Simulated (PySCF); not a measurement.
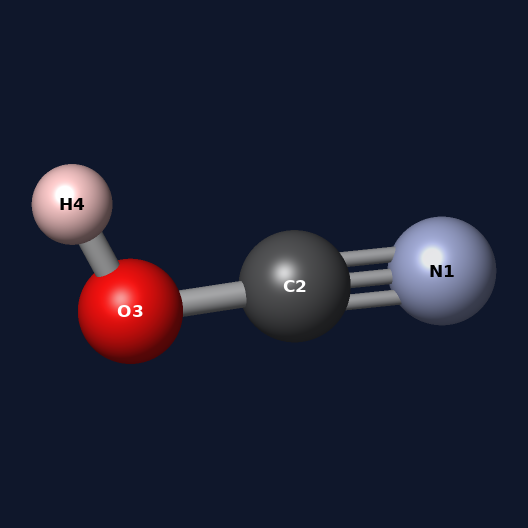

Computed geometry: GFN2-xTB optimisation. No frequency run is at hand to confirm it as a minimum. Properties computed with B3LYP/pcJ-1 indirect spin-spin coupling, non-relativistic, gas phase (PySCF 2.14.0). Isotopes: 13C, 1H, 15N, 17O.

Give the spin–spin coupling constants of these pairs, with the number of bonds between them: N1/C2, C2/O3, O3/H4, N1/O3, C2/H4, N1/H4.

| pair | bonds apart | J (Hz) |
| --- | --- | --- |
| N1, C2 | 1 | −16.7 |
| C2, O3 | 1 | 18.2 |
| O3, H4 | 1 | −92.6 |
| N1, O3 | 2 | −5.8 |
| C2, H4 | 2 | −3.7 |
| N1, H4 | 3 | −0.9 |
